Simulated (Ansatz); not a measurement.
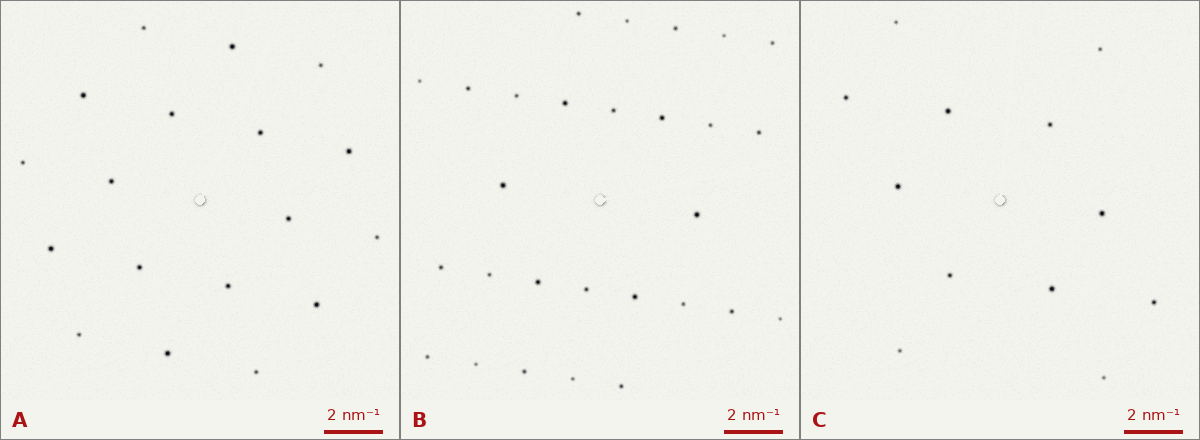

Kinematic zone-axis patterns, calculated for 300 keV electrons with B = 0.5 Å².

All three come from Gd, space group P6_3/mmc (No. 194), a = 3.65 Å, c = 5.83 Å (hexagonal axes). Structure: the geometry relaxed at fixed volume with DFT PBE, spin-orbit coupling, plane waves, PAW (Ansatz).

```
Gd
1.0
     3.64551    0.00000    0.00000
    -1.82275    3.15710    0.00000
     0.00000    0.00000    5.82812
Gd
2
Direct
  0.33333 0.66667 0.75000
  0.66667 0.33333 0.25000
```

> Assign the zone axes [001], [100], [101] to A, B and C.

A is [001]: hexagonal net of 1 -1 0 at d = 3.16 Å and 1 0 0 at d = 3.16 Å, at 60.0°. B is [100]: rectangular net of 0 0 1 (itself extinct) at d = 5.83 Å and 0 1 0 at d = 3.16 Å, at 90.0°. C is [101]: centred rectangular net of 0 1 0 at d = 3.16 Å and 1 0 -1 at d = 2.78 Å, at 63.9°.
